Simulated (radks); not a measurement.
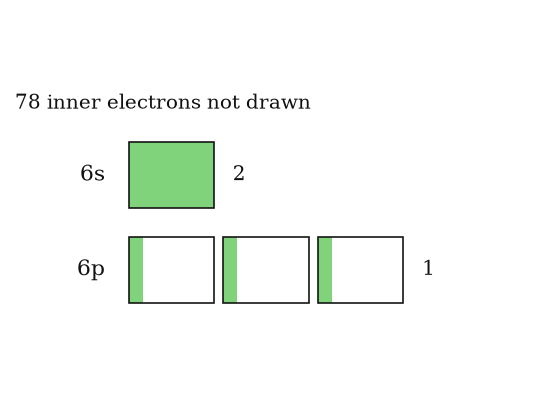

Fig. 1: The outer shells as the input fills them: a box for each of the 2l + 1 orbitals, shaded by the share of the shell that is filled, with the electron count at the right.

## Run report: Hg⁻, atomic calculation

System: Hg⁻, configuration [Hg] 6p1.
Method: scalar-relativistic Kohn-Sham, PBE, spin-polarised, spherical densities, point nucleus (radks).

**The input**
```
Z 80
configuration [Hg] 6p1
relativity scalar-relativistic
functional pbe,pbe
spin polarised
nucleus point
c 137.035999084
```

Energies in input and log are in hartree, lengths in bohr.

Hardware: 1 CPU thread, shared host.

**The program's output**
```
1s      1   1.0000       -3057.05511897
2s      1   1.0000        -541.75304675
2p      1   3.0000        -467.06658995
3s      1   1.0000        -128.51751083
3p      1   3.0000        -106.94417394
3d      1   5.0000         -84.27441731
4s      1   1.0000         -28.21477624
4p      1   3.0000         -21.14366915
4d      1   5.0000         -12.76125900
4f      1   7.0000          -3.46893967
5s      1   1.0000          -4.28815939
5p      1   3.0000          -2.38931725
5d      1   5.0000          -0.30741742
6s      1   1.0000          -0.19954194
1s      2   1.0000       -3057.05509161
2s      2   1.0000        -541.75306149
2p      2   3.0000        -467.06658948
3s      2   1.0000        -128.51750459
3p      2   3.0000        -106.94416599
3d      2   5.0000         -84.27441816
4s      2   1.0000         -28.21477134
4p      2   3.0000         -21.14366090
4d      2   5.0000         -12.76124944
4f      2   7.0000          -3.46893003
5s      2   1.0000          -4.28819870
5p      2   3.0000          -2.38937443
5d      2   5.0000          -0.30688398
6s      2   1.0000          -0.19623720
6p      2   0.0000          -0.18286815
Etot -19622.705789530053
Ekin 22034.990275675205
Encl -48905.221652622204
Eh 7617.939864126407
Exc -370.41427670946166
err 0.10077136197867514
it 170
```

**What the run reported**

```tsv
quantity	value
outcome	not converged
total energy	−19622.7058 hartree
kinetic energy	22034.9903 hartree
electron–nucleus energy	−48905.2217 hartree
Hartree energy	7617.9399 hartree
exchange–correlation energy	−370.414277 hartree
SCF iterations	170
wall time	4.9 s
```

**Diagnosis**

The run did not meet its convergence test in 170 iterations, so its last values are not results.
